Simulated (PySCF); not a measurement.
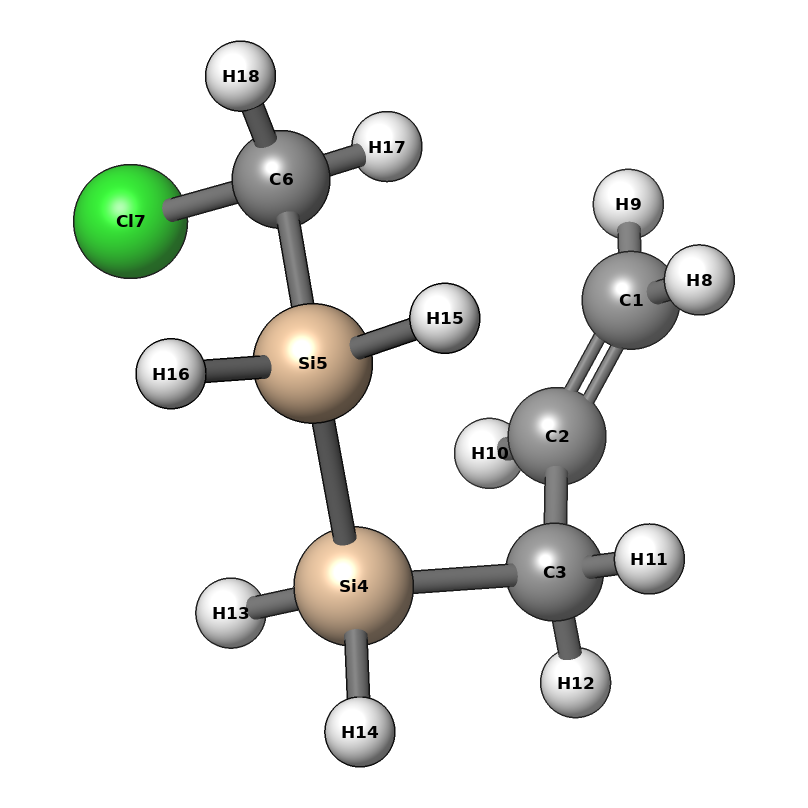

The computed structure is the end point of a GFN2-xTB optimisation. No frequency run is at hand to confirm it as a minimum. Electric field gradients from the ground-state density, PBE0/pcSseg-1 (PySCF 2.14.0), non-relativistic apart from any core potentials.

Give the largest field-gradient component, the quadrupole coupling constant and the asymmetry for 35Cl at Cl7 (Q = −81.7 mb), 2H at H8 (Q = 2.86 mb), 2H at H9 (Q = 2.86 mb).

```
atom  V_zz (a.u.)  e²qQ/h (MHz)     η
 Cl7        3.977         −76.3  0.01
  H8        0.335         0.225  0.06
  H9        0.339         0.228  0.06
```

The geometry is semi-empirical. Around Si such bond lengths and angles can be off by a tenth of an ångström or more and by several degrees, and values that hang on the shape move with them.
